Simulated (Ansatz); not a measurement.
**ClH3OSn: harmonic frequencies at the relaxed geometry from a Python script**

Aim: harmonic frequencies at the relaxed geometry, for ClH3OSn, run from a script. SMILES: [OH][SnH2][Cl].

All numbers are computed with the Python package of Ansatz 0.2.0. Level of theory: B3LYP+D3(BJ)/def2-SVP.

## 1. The system

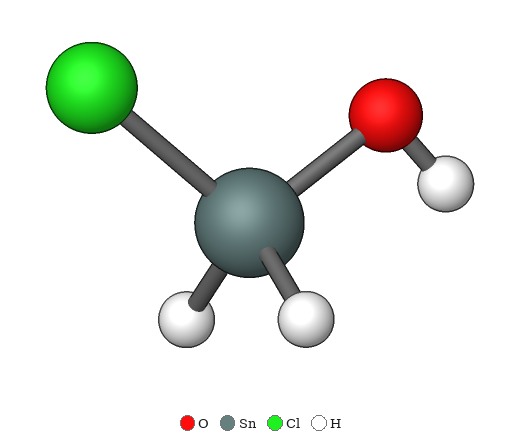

The starting structure, viewed from a chosen angle; oxygen red, tin teal, chlorine green, hydrogen white.

No structure file is read: the coordinates are typed or built in the script.

## 2. The script

Contents of run_freq.py:

```python
# -*- coding: utf-8 -*-
"""Harmonic frequencies of ClH3OSn at its relaxed geometry."""

from dataclasses import dataclass
import itertools

import ansatz as az
from ase.data import atomic_numbers, covalent_radii
import numpy as np


@dataclass(frozen=True)
class Settings:
    basis_set: str = "def2-SVP"
    xc: str = "b3lyp"
    dispersion: str = "d3bj"


opts = Settings()


def main():
    geometry = (
        az.Crystal.molecule()
        .atom("O", (-1.0937, -1.0864, -0.4597))
        .atom("Sn", (0.2996, 0.1706, 0.1265))
        .atom("Cl", (2.077, -1.0969, 0.929))
        .atom("H", (-1.7814, -0.4255, -0.7996))
        .atom("H", (0.8409, 1.1441, -1.2401))
        .atom("H", (-0.3004, 1.2301, 1.3978))
    )

    calc = (
        geometry.calculation()
        .basis(gaussian=opts.basis_set)  # the orbital basis, by name
        .functional(opts.xc, dispersion=opts.dispersion)
    )
    symbols = [site.symbol for site in geometry.cartesian_sites]
    start = np.array([site.position_ang for site in geometry.cartesian_sites], dtype=float)
    r = calc.relax(force_tolerance=0.003).run(threads=1, pin="off").report
    end = np.array(r["positions_ang"])

    # pairs closer than 1.2 times the sum of covalent radii, before or after
    radius = [covalent_radii[atomic_numbers[s]] for s in symbols]
    span = lambda where, i, j: np.linalg.norm(where[i] - where[j])
    bonded = [(i, j) for i, j in itertools.combinations(range(len(symbols)), 2) if min(span(start, i, j), span(end, i, j)) < 1.2 * (radius[i] + radius[j])]
    print("pair        before    after (A)")
    for i, j in bonded:
        print(f"{symbols[i]}{i}-{symbols[j]}{j}".ljust(10), f"{span(start, i, j):8.4f} {span(end, i, j):8.4f}")
    for first, second in list(itertools.combinations(bonded, 2)):
        shared = set(first) & set(second)
        if shared and symbols[(j := shared.pop())] != "H":
            i, k = sorted((set(first) | set(second)) - {j})
            u, v = end[i] - end[j], end[k] - end[j]
            angle = np.degrees(np.arccos(np.clip(u @ v / np.linalg.norm(u) / np.linalg.norm(v), -1, 1)))
            print(f"final angle {symbols[i]}{i}-{symbols[j]}{j}-{symbols[k]}{k}: {angle:.2f} deg")

    # same settings at the minimum
    minimum = az.Crystal.molecule()
    for symbol, place in zip(symbols, end):
        minimum = minimum.atom(symbol, place.tolist())
    vibrating = minimum.calculation()
    vibrating = vibrating.basis(gaussian=opts.basis_set).functional(opts.xc, dispersion=opts.dispersion)
    vibrating = vibrating.phonons(temperatures=(100, 500, 100))
    vib = vibrating.run(threads=1, pin="off").report["vibrations"]
    sums = vib["harmonic_sums"]
    modes = [m["omega_inv_cm"] for m in sums["modes_at_gamma"] if m["rigid_motion"] == "no"]
    for number, w in enumerate(modes, start=1):
        print(f"mode {number:2d} {w:9.1f} 1/cm {w / 8065.544 * 1000:8.2f} meV")
    print("imaginary modes:", sum(w < 0 for w in modes), " zero-point energy:", round(sums["zero_point_energy_ev"], 4), "eV")
    print("T (K)   F_vib (eV)   S_vib (meV/K)   C_vib (meV/K)")
    for row in zip(sums["temperatures_k"], sums["vibrational_free_energy_ev"], vib["entropy_ev_per_k"], vib["heat_capacity_ev_per_k"]):
        print(f"{row[0]:6.1f} {row[1]:11.4f} {1000 * row[2]:13.4f} {1000 * row[3]:15.4f}")


if __name__ == "__main__":
    main()
```

## 3. The input behind the calls

The package turns the script's settings into the engine's input (first run):

```yaml
crystal:
  periodic: [false, false, false]
  atoms:
    - { symbol: O, position_ang: [-1.0937, -1.0864, -0.4597] }
    - { symbol: Sn, position_ang: [0.2996, 0.1706, 0.1265] }
    - { symbol: Cl, position_ang: [2.077, -1.0969, 0.929] }
    - { symbol: H, position_ang: [-1.7814, -0.4255, -0.7996] }
    - { symbol: H, position_ang: [0.8409, 1.1441, -1.2401] }
    - { symbol: H, position_ang: [-0.3004, 1.2301, 1.3978] }
basis:
  gaussian:
    orbitals: def2-SVP
hamiltonian:
  xc: b3lyp
  dispersion: d3bj
relax:
  f_tol: 0.003
```

## 4. Running it

Launch:

```
> python run_freq.py
```

What it wrote:

```text
pair        before    after (A)
O0-Sn1       1.9660   1.9869
O0-H3        1.0125   0.9678
Sn1-Cl2      2.3259   2.3726
Sn1-H4       1.7630   1.7156
Sn1-H5       1.7603   1.7060
final angle Sn1-O0-H3: 112.77 deg
final angle O0-Sn1-Cl2: 107.57 deg
final angle O0-Sn1-H4: 111.07 deg
final angle O0-Sn1-H5: 104.28 deg
final angle Cl2-Sn1-H4: 106.18 deg
final angle Cl2-Sn1-H5: 109.10 deg
final angle H4-Sn1-H5: 118.25 deg
mode  1     131.4 1/cm    16.30 meV
mode  2     204.2 1/cm    25.32 meV
mode  3     365.3 1/cm    45.29 meV
mode  4     431.0 1/cm    53.44 meV
mode  5     516.0 1/cm    63.98 meV
mode  6     619.8 1/cm    76.84 meV
mode  7     655.2 1/cm    81.24 meV
mode  8     671.2 1/cm    83.22 meV
mode  9     857.1 1/cm   106.27 meV
mode 10    1915.0 1/cm   237.42 meV
mode 11    1959.9 1/cm   243.00 meV
mode 12    3825.3 1/cm   474.28 meV
imaginary modes: 0  zero-point energy: 0.7533 eV
T (K)   F_vib (eV)   S_vib (meV/K)   C_vib (meV/K)
 100.0      0.7513        0.0667          0.1327
 200.0      0.7373        0.2206          0.3346
 300.0      0.7068        0.3884          0.4924
 400.0      0.6600        0.5450          0.5943
 500.0      0.5983        0.6855          0.6641
```

Wall time 4.2 min (1 thread of Arm Neoverse N1, shared host); peak memory 0.24 GiB.

## 5. What changed from run to run

The engine's inputs for the other runs:

Run 2, against run 1:

```diff
@@ -4,6 +4,6 @@
-    - { symbol: O, position_ang: [-1.0937, -1.0864, -0.4597] }
-    - { symbol: Sn, position_ang: [0.2996, 0.1706, 0.1265] }
-    - { symbol: Cl, position_ang: [2.077, -1.0969, 0.929] }
-    - { symbol: H, position_ang: [-1.7814, -0.4255, -0.7996] }
-    - { symbol: H, position_ang: [0.8409, 1.1441, -1.2401] }
-    - { symbol: H, position_ang: [-0.3004, 1.2301, 1.3978] }
+    - { symbol: O, position_ang: [-1.4496399351351987, -0.5431580576087974, -0.2825292561689947] }
+    - { symbol: Sn, position_ang: [0.24255290358921033, 0.3972220548678041, 0.16463644273249753] }
+    - { symbol: Cl, position_ang: [1.8700007321241674, -1.2555895728037858, 0.6636514789522775] }
+    - { symbol: H, position_ang: [-1.3401158419948649, -1.1956525171630157, -0.9889066867895175] }
+    - { symbol: H, position_ang: [0.8418767845917755, 1.265183877852162, -1.188396496830373] }
+    - { symbol: H, position_ang: [-0.12267464317508903, 1.2679942148556334, 1.5854445181041086] }
@@ -16,2 +16,5 @@
-relax:
-  f_tol: 0.003
+phonons:
+  temperatures:
+    t_min: 100.0
+    t_max: 500.0
+    t_step: 100.0
```

## 6. Run by run

The 2 runs, in the order started:

```
run  kind of run  energy from run 1 (eV)  SCF cycles in all  CPU time (s)
  1   relaxation                  0.0000                179           120
  2      phonons                  0.0000                231           130
```

## 7. Path of the relaxation of run 1

The steps of the relaxation:

```
step  E - E(step 1) (eV)  largest force component (eV/Å)
   1              0.0000                          1.6478
   2             -0.1170                          1.2276
   3             -0.1596                          0.6594
   4             -0.1691                          0.0469
   5             -0.1696                          0.0207
   6             -0.1702                          0.1069
   7             -0.1660                          0.6182
   8             -0.1718                          0.1204
   9             -0.1731                          0.4044
  10             -0.1936                          0.1793
  11             -0.2298                          0.2696
  12             -0.2642                          0.1637
  13             -0.2674                          0.1624
  14             -0.0344                          2.9009
  15             -0.2779                          0.1009
  16             -0.2804                          0.0965
  17             -0.2811                          0.0711
  18             -0.2821                          0.0089
  19             -0.2819                          0.0468
  20             -0.2821                          0.0046
  21             -0.2822                          0.0007
  22             -0.2822                          0.0028
```

Step 1 is the start. Steps 7, 14, 19 were tried and not accepted.

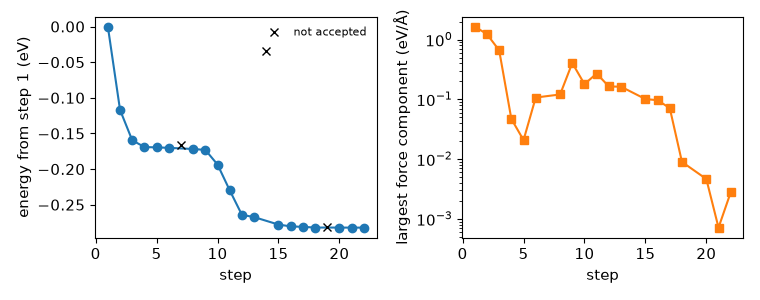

Energy and largest force along the relaxation.

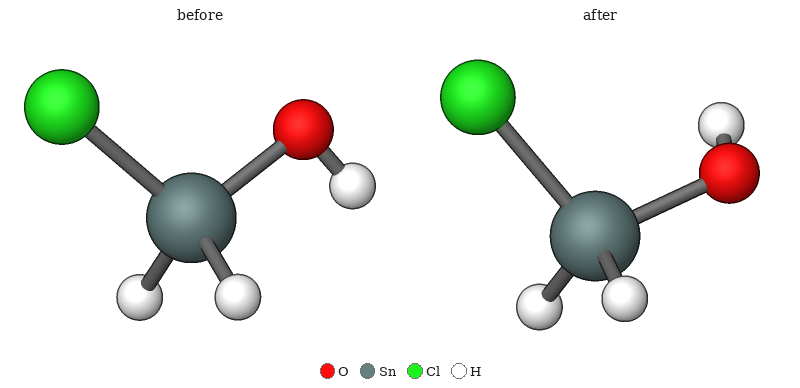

The structure before (left) and after (right) the relaxation, drawn at the same scale.

Before: Bond lengths: O1–Sn2 1.966 Å, Sn2–Cl3 2.326 Å, O1–H4 1.013 Å, Sn2–H5 1.763 Å, Sn2–H6 1.760 Å. Angles: O1–Sn2–Cl3 107.2°, O1–Sn2–H5 109.8°, O1–Sn2–H6 111.0°, Cl3–Sn2–H5 109.5°, Cl3–Sn2–H6 109.8°, H5–Sn2–H6 109.4°, Sn2–O1–H4 99.4°.

After: Bond lengths: O1–Sn2 1.987 Å, Sn2–Cl3 2.373 Å, O1–H4 0.968 Å, Sn2–H5 1.716 Å, Sn2–H6 1.706 Å. Angles: O1–Sn2–Cl3 107.6°, O1–Sn2–H5 111.1°, O1–Sn2–H6 104.3°, Cl3–Sn2–H5 106.2°, Cl3–Sn2–H6 109.1°, H5–Sn2–H6 118.3°, Sn2–O1–H4 112.8°.

## 8. Harmonic frequencies

Frequencies (cm⁻¹; negative: imaginary): 131, 204, 365, 431, 516, 620, 655, 671, 857, 1915, 1960, 3825.

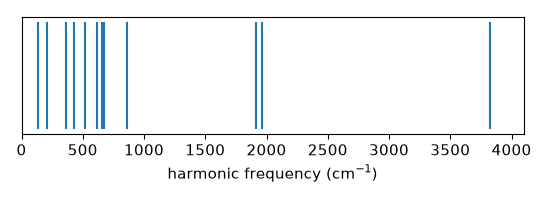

The harmonic frequencies as lines of equal height (no intensities).

## 9. Results

| quantity | value |
| --- | --- |
| runs compared | 2 |
| moves of the relaxation of run 1 | 18 |
| energy gained in run 1 | 0.282 eV |
| last largest force component of run 1 | 0.0028 eV/Å |
| highest frequency | 3825 cm⁻¹ |
| imaginary modes | 0 |
| zero-point energy | 0.753 eV |

Run 1: After 18 moves the largest shift is 0.908 Å, of atom 4 (H). So large a move can change the bonding: the results belong to the relaxed structure. All frequencies are real, so the geometry is a minimum. The values are harmonic; measured fundamentals also hold anharmonic shifts, mostly downward for stretches. Reading the output:
- The frequencies are harmonic and unscaled, in a modest basis. The result belongs to the one conformer reached from this start, and soft torsions count as harmonic oscillators.
- def2 sets replace the cores of elements past krypton by effective core potentials.
- b3lyp holds the VWN-RPA fit, as in Gaussian; the form of ORCA and Turbomole is b3lyp5.
